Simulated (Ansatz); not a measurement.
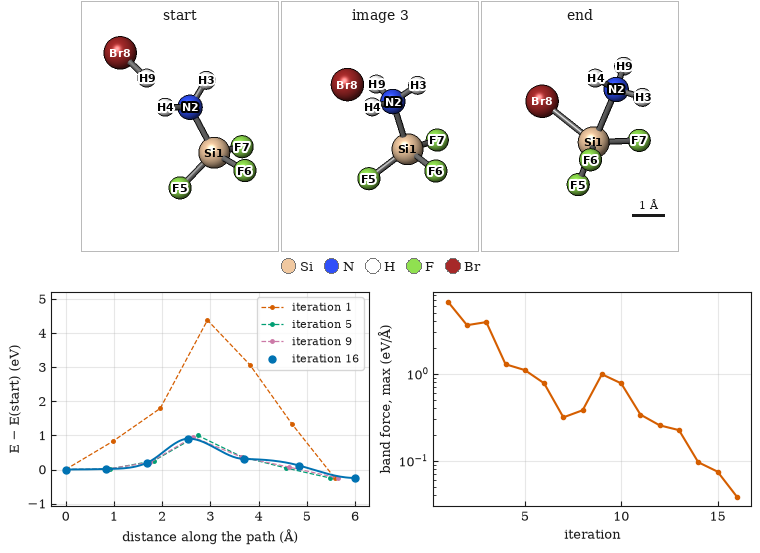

NEB run on SiNH₃BrF₃, made up at the start of SiNH2F3 and HBr. Images are numbered from 0 (start) to 6 (end). The plot follows the band through its iterations. A ball-and-stick model, seen from a free direction.

Level of theory: RHF/def2-SVP in Ansatz 0.2.0. Run with 5 movable images; climbing image; force threshold 0.05 eV/Å; iteration limit 60; starting path through a guess of the saddle point.

Did the band converge, and can the barrier be trusted?

Answer. The result is final at these settings. The band converged in 16 iterations. The largest component of the band force went from 6.8 to 0.039 eV/Å. The climbing image converged on the top of the path. Its vibrational analysis gives one imaginary mode (100i cm⁻¹), as a transition state must have. The first iteration put the highest image at 4.38 eV. The highest point, image 3, lies 0.90 eV above the start and 1.15 eV above the end; the end is at −0.25 eV relative to the start.

Limits of the set-up: the start holds two separate molecules, 2.5 Å apart at their closest, whose relative position is a soft coordinate and is computed without a dispersion correction; Hartree-Fock leaves out electron correlation.
